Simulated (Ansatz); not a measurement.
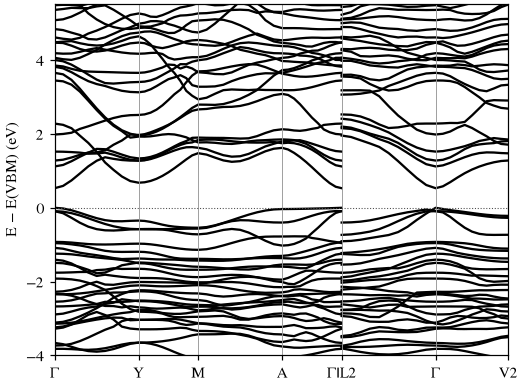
Band structure from the program Ansatz at the r²SCAN level (PAW)

Q: Read off the gap and where the band edges lie.

A: About 0.5 eV (0.53 eV by a search for the band edges); maximum at Γ, minimum at Γ.

Q: Which of these materials gives this?
(A) K3BAs2, C2/c (K on 8f, K on 4e, B on 4e, As on 8f)
(B) CaC2, C2/c (Ca on 4e, C on 8f)
(C) O, α-O2
(D) In5CuTe8, C2 (Pearson symbol mS28)

A: D, In5CuTe8, C2 (Pearson symbol mS28)

The workflow started from a Materials Project entry (that database holds measured and hypothetical structures alike); the Crystallography Open Database copy checked does not list it. Whether it is the stable phase at ambient conditions was not checked. The cell was relaxed with r²SCAN under the symmetry of its start; whether a distortion lowers the energy is not shown. No spin polarisation was allowed. Spin–orbit coupling is left out wherever it is not named.

Potentials: the later of the program's two PAW sets.
